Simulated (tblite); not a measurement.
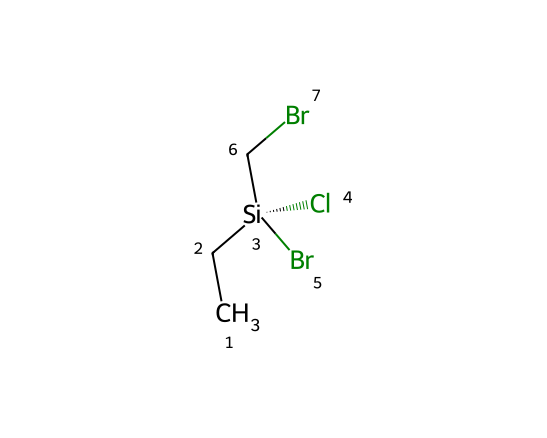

A structural formula, with wedges where it has stereocentres; small numbers name the atoms. The configuration is that of a computed structure (GFN2-xTB).

Give the R/S and E/Z labels.

Si3: S.
